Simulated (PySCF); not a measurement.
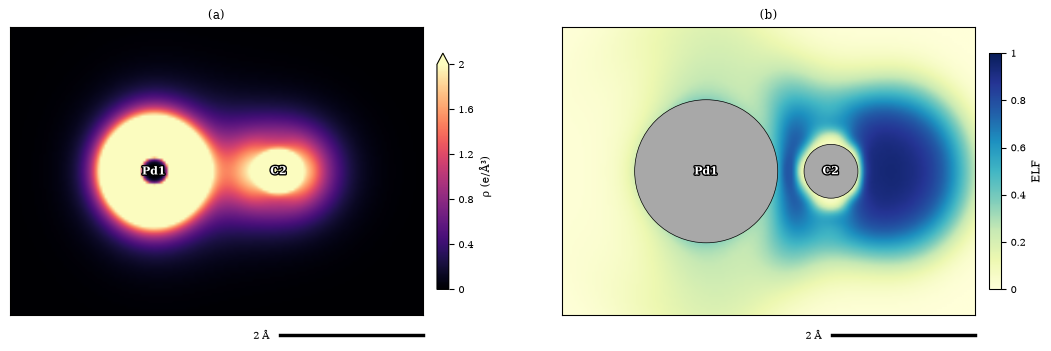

Figure. PdC (triplet). (a) electron density; (b) ELF on a plane that holds the molecular axis. Grey discs cover the atomic cores in the ELF map.

Core potentials replace the inner electrons of Pd.

All numbers below come from PBE0/def2-TZVPP, non-relativistic Hamiltonian with scalar-relativistic core potentials where named, at a bond length of 1.746 Å (PySCF 2.14.0).

### What does the map show?

- The section cuts through Pd and C sites.
- C–Pd (1.75 Å): the density is about 1.8 e/Å³ at the midpoint, with its minimum of 1.5 e/Å³ about 0.7 Å from C; the ELF peaks at about 0.75 in the valence shell of C, 0.6 Å from its nucleus, and is about 0.40 at the midpoint.
